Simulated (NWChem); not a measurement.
**One shape, several levels: CH2Se (methaneselone)**

Wanted: a comparison of 3 runs (wB97X/def2-TZVPP, B2PLYP/def2-TZVPP, CAM-B3LYP/def2-TZVPP) of CH2Se (methaneselone). 

The results are computed with NWChem 7.3.0.

### Step 1. The molecule

CH2Se: 4 atoms, total charge 0, spin state singlet. SMILES: `C=[Se]`. One bond was lengthened or shortened from a relaxed shape.

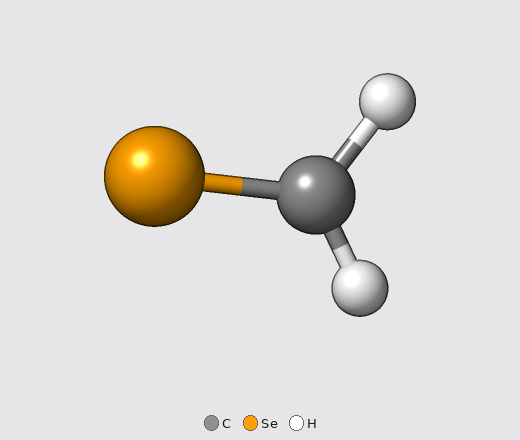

Viewed from a chosen angle; carbon grey, selenium orange, hydrogen white.

### Step 2. The energy at wB97X/def2-TZVPP (run 1)

ch2se.nw

```
start ch2se
title "CH2Se wB97X"
memory stack 880 mb heap 220 mb global 1100 mb
geometry units angstrom noautosym nocenter noautoz
  C       -0.060894       0.120477      -0.070371
  Se       1.452656       0.441287       0.726989
  H       -0.586530      -1.013730      -0.053570
  H       -0.599594       0.895687      -0.609601
end
basis spherical bse
  * library def2-TZVPP
end
dft
  xc wb97x
  grid fine
  convergence energy 1e-08
  maxiter 100
  mulliken
  print low
end
task dft energy
```

Started as:

```bash
$ nwchem ch2se.nw > ch2se.out
```

The log of the run:

```text
[...]
 d= 0,ls=0.0,diis     1  -2440.7901070655 -2.52D+03  4.91D-03  6.34D-01     6.0
[...]
 d= 0,ls=0.0,diis    11  -2440.8392253660 -5.67D-09  1.86D-07  3.19D-10    61.4
         Total DFT energy =    -2440.839225365965
      One electron energy =    -3558.644948933620
           Coulomb energy =     1129.221293182865
    Exchange-Corr. energy =      -93.243590091945
 Nuclear repulsion energy =       81.828020476734
[...]
      Total Density - Mulliken Population Analysis
     ---------------------------------------------
    Atom       Charge   Shell Charges
 -----------   ------   -------------------------------------------------------
    1 C    6     6.27   0.86  1.11  0.54  0.64  0.15  1.17  1.28  0.44  0.01  0.06  0.00
    2 Se  34    33.99   2.00  2.00  1.17  0.78  1.04  0.83  6.00  5.92  1.07  2.05  1.05  8.92  1.04  0.07  0.05  0.01
    3 H    1     0.87   0.23  0.47  0.14  0.01  0.02  0.00
    4 H    1     0.86   0.27  0.47  0.08  0.01  0.03  0.00
[...]
```

Wall time 62 s (1 thread of Intel Xeon 6975P-C (Granite Rapids), shared host); peak memory 0.13 GiB.

### Step 3. The energy at B2PLYP/def2-TZVPP (run 2)

m1.nw

```
start m1
title "CH2Se"
memory total 2200 mb
charge 0

geometry units angstrom noautosym nocenter noautoz
  C       -0.060894       0.120477      -0.070371
  Se       1.452656       0.441287       0.726989
  H       -0.586530      -1.013730      -0.053570
  H       -0.599594       0.895687      -0.609601
end

basis spherical bse
  * library def2-TZVPP
end

dft
  xc hfexch 0.53 becke88 0.47 lyp 0.73 mp2 0.27
  dftmp2 semidirect
  grid fine
  convergence energy 1e-08
  iterations 100
  mulliken
  noprint "final vectors analysis"
end

mp2
  freeze core 10
end

task dft
```

Started as:

```bash
$ nwchem m1.nw > m1.out
```

The log of the run:

```text
[...]
          Wavefunction type:  closed shell.
          No. of atoms     :     4
          No. of electrons :    42
[...]
          Charge           :     0
          Spin multiplicity:     1
[...]
          AO basis - number of functions:   107
[...]
              XC Information
              --------------
                     Hartree-Fock (Exact) Exchange  0.530
                    Becke 1988 Exchange Functional  0.470
              Lee-Yang-Parr Correlation Functional  0.730
[...]
 d= 0,ls=0.0,diis     1  -2440.2216530071 -2.52D+03  5.20D-03  3.71D-01     2.5
[...]
 d= 0,ls=0.0,diis    10  -2440.2630547528 -2.47D-09  6.32D-07  2.33D-09    17.6
         Total DFT energy =    -2440.263054752789
      One electron energy =    -3559.009660249742
           Coulomb energy =     1129.617212712132
    Exchange-Corr. energy =      -92.698627691913
 Nuclear repulsion energy =       81.828020476734
[...]
      Total Density - Mulliken Population Analysis
     ---------------------------------------------
    Atom       Charge   Shell Charges
 -----------   ------   -------------------------------------------------------
    1 C    6     6.23   0.86  1.12  0.54  0.67  0.12  1.15  1.28  0.41  0.01  0.07  0.00
    2 Se  34    34.02   2.00  2.00  1.17  0.77  1.04  0.85  6.00  5.93  1.03  2.08  1.06  8.94  1.05  0.04  0.05  0.01
    3 H    1     0.88   0.23  0.48  0.15  0.01  0.02  0.00
    4 H    1     0.87   0.27  0.47  0.09  0.01  0.03  0.00
[...]
  Basis functions       =    107
[...]
```

It took 22 s on 1 thread of Intel Xeon 6975P-C (Granite Rapids), shared host; peak memory 0.32 GiB.

### Step 4. The energy at CAM-B3LYP/def2-TZVPP (run 3)

run.py

```python
from ase import Atoms
from ase.calculators.nwchem import NWChem

molecule = Atoms(['C', 'Se', 'H', 'H'], positions=[
    [-0.060894, 0.120477, -0.070371],
    [1.452656, 0.441287, 0.726989],
    [-0.586530, -1.013730, -0.053570],
    [-0.599594, 0.895687, -0.609601],
])

calc = NWChem(
    label='work',
    theory='dft',
    memory='2200 mb',
    basis='def2-TZVPP',
    basispar='spherical bse',
    dft={'xc': 'xcamb88 1.00 lyp 0.81 vwn_5 0.19 hfexch 1.00', 'cam': '0.33 cam_alpha 0.19 cam_beta 0.46', 'mult': '1', 'grid': 'fine', 'convergence': 'energy 1e-08', 'direct': None, 'iterations': '100', 'mulliken': None},
    task='energy',
)
molecule.calc = calc

e = molecule.get_potential_energy()
print(f"E = {e:.6f} eV")
print("dipole (e A):", molecule.get_dipole_moment().round(4))
```

Started as:

```bash
$ export ASE_NWCHEM_COMMAND="nwchem PREFIX.nwi > PREFIX.nwo"
$ python run.py
```

The log of the run:

```text
E = -66420.781101 eV
dipole (e A): [-0.2657 -0.0498 -0.1418]
```

The calculator wrote work.nwi:

```
title "work"

permanent_dir work

scratch_dir work

start work

geometry units angstrom nocenter noautosym noautoz
  C  -6.0893999999999997e-02 1.2047700000000000e-01 -7.0371000000000003e-02
  Se 1.4526559999999999e+00 4.4128699999999998e-01 7.2698900000000000e-01
  H  -5.8653000000000000e-01 -1.0137300000000000e+00 -5.3570000000000000e-02
  H  -5.9959399999999996e-01 8.9568700000000001e-01 -6.0960099999999995e-01
end

memory 2200 mb

basis spherical bse noprint
   * library def2-TZVPP
end

dft
  xc xcamb88 1.00 lyp 0.81 vwn_5 0.19 hfexch 1.00
  cam 0.33 cam_alpha 0.19 cam_beta 0.46
  mult 1
  grid fine
  convergence energy 1e-08
  direct
  iterations 100
  mulliken
end

task dft energy
```

work.nwo:

```text
Northwest Computational Chemistry Package (NWChem) 7.3.0
             --------------------------------------------------------

           Job information
           ---------------

    nwchem branch   = 7.3.0
    use scalapack   = T
    input           = work.nwi
    prefix          = work.
    data base       = work/work.db
    status          = startup
    nproc           =        1

           Memory information
           ------------------

[... 5 lines left out ...]
    hardfail = no
[... 108 lines left out ...]
          Convergence on energy requested:  1.00D-08
[... 31 lines left out ...]
          Convergence Information
[... 30 lines left out ...]
 1-e energy   =   -3557.530130
[... 39 lines left out ...]
      One electron energy =    -3558.624136534733
[... 8 lines left out ...]
                       DFT Final Molecular Orbital Analysis
[... 799 lines left out ...]
     Multipole analysis of the density
     ---------------------------------

     L   x y z        total         alpha         beta         nuclear
     -   - - -        -----         -----         ----         -------
     0   0 0 0      0.000000    -21.000000    -21.000000     42.000000

     1   1 0 0     -0.502090    -45.452172    -45.452172     90.402254
[... 8 lines of this table left out ...]
     2   0 0 2    -18.842700    -42.228071    -42.228071     65.613442

 Task  times  cpu:       43.2s     wall:       43.2s
 Total times  cpu:       43.2s     wall:       43.2s
```

Wall time 44 s (1 thread of Intel Xeon 6975P-C (Granite Rapids), shared host); peak memory 0.13 GiB.

### Step 5. All runs side by side

```csv
run,level,frozen core orbitals,energy (Eh),wall time
1,wB97X/def2-TZVPP,–,-2440.839225,62 s
2,B2PLYP/def2-TZVPP,10,-2440.407761,22 s
3,CAM-B3LYP/def2-TZVPP,–,-2440.918704,44 s
```

### Step 6. Outcome

| quantity | value |
| --- | --- |
| run 3: total energy | -2440.91870 Eh |
| run 3: dipole moment | 1.47 D |
| run 3: HOMO energy | -7.73 eV |
| run 3: LUMO energy | -1.63 eV |
| run 3: HOMO–LUMO gap | 6.10 eV |

**Reading.** Totals of different functionals can't be ranked against each other. All runs together took 2.1 min, the longest 62 s.
